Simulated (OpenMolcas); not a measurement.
**NO2 (nitrogen dioxide) at 6 levels**

Aim: a comparison of 6 runs (UHF/cc-pVTZ, UB3LYP/6-31G*, U-r2SCAN/cc-pVTZ, U-revPBE/cc-pVTZ, UBLYP/cc-pVTZ, UPBE/cc-pVTZ) of NO2 (nitrogen dioxide). 

The results are computed with OpenMolcas 26.06.

### Step 1. Starting point

NO2: 3 atoms, total charge 0, spin state doublet. SMILES: `[O]N=O`. The shape is that of a PBE0-D4/def2-TZVP optimisation.

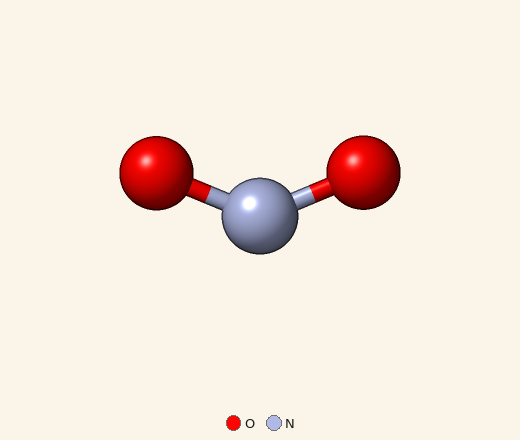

Viewed from a chosen angle; oxygen red, nitrogen light blue.

### Step 2. Energy and forces at UHF/cc-pVTZ (run 1)

run.inp reads:

```
>>> EXPORT MOLCAS_PRINT=2

&gateway
  baslib=$CurrDir
  coord
  3
  angstrom
  O        0.209760      -1.082190       0.000620
  N       -0.265470      -0.009110      -0.145890
  O        0.055690       1.091300       0.145270
  basis=cc-pVTZ
  group=NoSym

&seward

&scf
  uhf
  spin=2
  thresholds=1e-10 1e-07 1e-07 1e-05
  prorbitals=1 2

&alaska
```

The basis set cc-pVTZ is read from a file made from the Basis Set Exchange's data (not shown).

Launch:

```bash
$ export MOLCAS_MEM=1860
$ pymolcas run.inp > run.log
```

What it wrote:

```text
--- Start Module: gateway ---
[...]
--- Stop Module: gateway /rc=_RC_ALL_IS_WELL_ ---
[...]
      Basis functions           90
[...]
--- Start Module: scf ---
[...]
       Convergence after  18 Iterations
[...]
::    Total SCF energy                               -204.1127446937
[...]
      Total spin, S                                     0.5095330523
[...]
      Total electronic charge=   23.000000
      Total            charge=   -0.000000
[...]
      Dipole Moment (debye):
      Origin of the operator (angstrom)=    0.0115    0.0004    0.0063
                   X= -5.9342E-01               Y= -2.0393E-02               Z= -3.2613E-01           Total=  6.7744E-01
      Quadrupole Moment (debye*angstrom):
[...]
--- Stop Module: scf /rc=_RC_ALL_IS_WELL_ ---
[...]
--- Start Module: alaska ---
[...]
 *              Molecular gradients               *
 **************************************************
  Irreducible representation: a
 ------------------------------------------------------------------------------------------
                              X                       Y                       Z
 ------------------------------------------------------------------------------------------
  O1                2.35499670069359E-02   -4.78278015658233E-02    7.82323462503176E-03
  N2               -4.02225311011275E-02   -1.38394704938954E-03   -2.21053733661201E-02
  O3                1.66725640941929E-02    4.92117486152672E-02    1.42821387410828E-02
 ------------------------------------------------------------------------------------------
--- Stop Module: alaska /rc=_RC_ALL_IS_WELL_ ---
[...]
```

Wall time 8.7 s (1 thread of Intel Xeon 6975P-C (Granite Rapids), shared host); peak memory 0.49 GiB.

### Step 3. Energy and gradient at UB3LYP/6-31G(d) (Cartesian functions) (run 2)

mol.input reads:

```
&GATEWAY
  BasLib=$CurrDir
  Coord
  3
  angstrom
  O        0.209760      -1.082190       0.000620
  N       -0.265470      -0.009110      -0.145890
  O        0.055690       1.091300       0.145270
  Basis=6-31Gs
  Group=NoSym

&SEWARD
  GridInput
  Grid=UltraFine
  End of Grid

&SCF
  UHF
  Spin=2
  KSDFT=B3LYP
  Thresholds=1e-10 1e-07 1e-07 1e-05
  PrOrbitals=1

&ALASKA
```

The basis set 6-31G* is read from a file made from the Basis Set Exchange's data (not shown).

Launch:

```bash
$ export MOLCAS_MEM=1860
$ pymolcas mol.input > mol.log
```

What it wrote:

```text
--- Start Module: gateway ---
[...]
--- Stop Module: gateway /rc=_RC_ALL_IS_WELL_ ---
[...]
      Basis functions           45
[...]
--- Start Module: scf ---
[...]
       Convergence after  15 Iterations
[...]
::    Total KS-DFT energy                            -205.0708361273
[...]
      Total spin, S                                     0.5015085783
[...]
      Total electronic charge=   23.000000
      Total            charge=   -0.000000
[...]
      Dipole Moment (debye):
      Origin of the operator (angstrom)=    0.0115    0.0004    0.0063
                   X= -2.7842E-01               Y= -9.5745E-03               Z= -1.5301E-01           Total=  3.1784E-01
      Quadrupole Moment (debye*angstrom):
[...]
--- Stop Module: scf /rc=_RC_ALL_IS_WELL_ ---
[...]
--- Start Module: alaska ---
[...]
 *              Molecular gradients               *
 **************************************************
  Irreducible representation: a
 ------------------------------------------------------------------------------------------
                              X                       Y                       Z
 ------------------------------------------------------------------------------------------
  O1               -1.51004591128938E-02    3.23749274543665E-02   -4.83663442872806E-03
  N2                2.55471568623573E-02    8.70763607706326E-04    1.40392591226508E-02
  O3               -1.04466977494622E-02   -3.32456910620635E-02   -9.20262469392119E-03
 ------------------------------------------------------------------------------------------
--- Stop Module: alaska /rc=_RC_ALL_IS_WELL_ ---
[...]
```

Wall time 7.2 s (1 thread of Intel Xeon 6975P-C (Granite Rapids), shared host); peak memory 0.38 GiB.

Runs 3 to 5 aren't shown in full; the table further down has their settings and results.

### Step 4. Energy and forces at UPBE/cc-pVTZ (run 6)

coord.xyz reads:

```xyz
3

O      0.209760    -1.082190     0.000620
N     -0.265470    -0.009110    -0.145890
O      0.055690     1.091300     0.145270
```

calc.input reads:

```
>>> EXPORT MOLCAS_PRINT=2
&GATEWAY
BasLib=$CurrDir
Coord=coord.xyz
Basis=cc-pVTZ
Group=NoSym
&SEWARD
GridInput
Grid=UltraFine
End of Grid
&SCF
UHF
Spin=2
KSDFT=PBE
Thresholds=1e-10 1e-07 1e-07 1e-05
PrOrbitals=1 1
&ALASKA
```

The basis set cc-pVTZ is read from a file made from the Basis Set Exchange's data (not shown).

Launch:

```bash
$ export MOLCAS_MEM=1860
$ pymolcas calc.input > calc.log
```

What it wrote:

```text
--- Start Module: gateway ---
[...]
--- Stop Module: gateway /rc=_RC_ALL_IS_WELL_ ---
[...]
      Basis functions           90
[...]
--- Start Module: scf ---
[...]
       Convergence after  15 Iterations
[...]
::    Total KS-DFT energy                            -204.9685357462
[...]
      Total spin, S                                     0.5007814220
[...]
      Total electronic charge=   23.000000
      Total            charge=   -0.000000
[...]
      Dipole Moment (debye):
      Origin of the operator (angstrom)=    0.0115    0.0004    0.0063
                   X= -2.1279E-01               Y= -7.3223E-03               Z= -1.1695E-01           Total=  2.4292E-01
      Quadrupole Moment (debye*angstrom):
[...]
--- Stop Module: scf /rc=_RC_ALL_IS_WELL_ ---
[...]
--- Start Module: alaska ---
[...]
 *              Molecular gradients               *
 **************************************************
  Irreducible representation: a
 ------------------------------------------------------------------------------------------
                              X                       Y                       Z
 ------------------------------------------------------------------------------------------
  O1               -1.47693058161664E-02    3.30580308932831E-02   -4.58394088550373E-03
  N2                2.47898699652183E-02    8.45182872461825E-04    1.36231218597569E-02
  O3               -1.00205641489999E-02   -3.39032137657931E-02   -9.03918097424228E-03
 ------------------------------------------------------------------------------------------
--- Stop Module: alaska /rc=_RC_ALL_IS_WELL_ ---
[...]
```

Wall time 21 s (1 thread of Intel Xeon 6975P-C (Granite Rapids), shared host); peak memory 0.49 GiB.

### Step 5. The series

```tsv
run	level	Cartesian functions	integration grid	energy (Eh)	dipole moment (D)	HOMO energy (eV)	LUMO energy (eV)	wall time
1	UHF/cc-pVTZ	no	–	-204.112745	0.68	-13.51	1.24	8.7 s
2	UB3LYP/6-31G* (Cartesian functions)	yes	UltraFine	-205.070836	0.32	-7.57	-3.61	7.2 s
3	U-r2SCAN/cc-pVTZ	no	UltraFine	-205.068076	0.29	-6.66	-4.37	25 s
4	U-revPBE/cc-pVTZ	no	UltraFine	-205.118849	0.24	-6.02	-4.49	22 s
5	UBLYP/cc-pVTZ	no	UltraFine	-205.151638	0.25	-6.05	-4.60	20 s
6	UPBE/cc-pVTZ	no	UltraFine	-204.968536	0.24	-6.09	-4.61	21 s
```

### Step 6. What came out

| quantity | value |
| --- | --- |
| run 6: total energy | -204.96854 Eh |
| run 6: dipole moment | 0.24 D |
| run 6: HOMO energy (highest over α and β) | -6.09 eV |
| run 6: LUMO energy (lowest over α and β) | -4.61 eV |
| run 6: ⟨S²⟩ | 0.752 |
| run 6: largest force on an atom | 1.877 eV/Å |

The dipole moment (its size) runs from 0.24 D (U-revPBE/cc-pVTZ) to 0.68 D (UHF/cc-pVTZ). Totals of different functionals can't be ranked against each other. All runs together took 1.7 min, the longest 25 s.
